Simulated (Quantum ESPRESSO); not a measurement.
Band structure of Sc₂Si₃ (Amm2, 5 atoms in the cell).

```
Sc2Si3
1.0
    6.40459     0.00000     0.00000
    0.00000     2.04130     3.52909
    0.00000    -2.04130     3.52909
Sc Si
2 3
Direct
  0.76378   0.00004   0.00004
  0.23622   0.00004   0.00004
  0.50000   0.66666   0.66666
  0.00000   0.33340   0.33340
  0.50000   0.33318   0.33318
```

Method of the run: PBEsol, PseudoDojo standard norm-conserving (PBESOL) pseudopotentials (plane waves; Quantum ESPRESSO 7.5).

Settings: ecutwfc = 80 Ry; occupations = smearing; smearing = cold; degauss = 0.0036749 Ry; potentials = {Sc: Sc.upf, Si: Si.upf}; K_POINTS = automatic 3 4 4 0 0 0; conv_thr = 1e-10 Ry; mixing_beta = 0.7.

The starting cell comes from a database of computed structures (which also holds hypothetical and non-ambient phases and stackings), without a prior relaxation at this level.

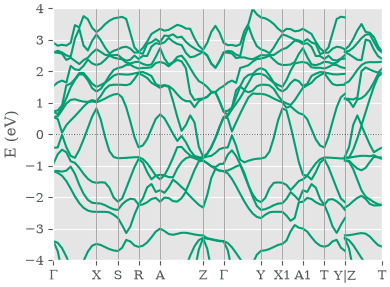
Fig. 1. Bands along the path, energies from the Fermi level.

Levels in eV from the Fermi level, bands 14 to 21:
```json
[
 {"point": "Γ", "14": "-1.17", "15": "-1.17", "16": "-0.93", "17": "-0.43", "18": "0.54", "19": "0.55", "20": "0.72", "21": "0.73"},
 {"point": "X", "14": "-2.47", "15": "-2.19", "16": "-1.54", "17": "0.82", "18": "1.01", "19": "1.05", "20": "1.36", "21": "1.51"},
 {"point": "S", "14": "-2.66", "15": "-2.41", "16": "-2.14", "17": "-0.76", "18": "1.28", "19": "1.58", "20": "1.92", "21": "2.11"},
 {"point": "R", "14": "-2.25", "15": "-2.23", "16": "-0.79", "17": "-0.73", "18": "-0.42", "19": "1.94", "20": "1.96", "21": "2.09"},
 {"point": "A", "14": "-2.14", "15": "-1.78", "16": "-1.43", "17": "-1.29", "18": "0.63", "19": "1.48", "20": "1.53", "21": "2.30"},
 {"point": "Z", "14": "-2.33", "15": "-0.84", "16": "-0.83", "17": "-0.75", "18": "-0.74", "19": "-0.71", "20": "1.13", "21": "1.13"},
 {"point": "Y", "14": "-2.66", "15": "-2.40", "16": "-2.16", "17": "-0.77", "18": "1.29", "19": "1.57", "20": "1.92", "21": "2.10"},
 {"point": "X1", "14": "-2.47", "15": "-2.19", "16": "-1.54", "17": "0.82", "18": "1.01", "19": "1.05", "20": "1.36", "21": "1.51"},
 {"point": "A1", "14": "-2.14", "15": "-1.78", "16": "-1.43", "17": "-1.29", "18": "0.63", "19": "1.48", "20": "1.53", "21": "2.30"},
 {"point": "T", "14": "-2.25", "15": "-2.24", "16": "-0.79", "17": "-0.74", "18": "-0.42", "19": "1.95", "20": "1.97", "21": "2.09"}
]
```

Bands cross the Fermi level along this path, so the cell is metallic at this level.
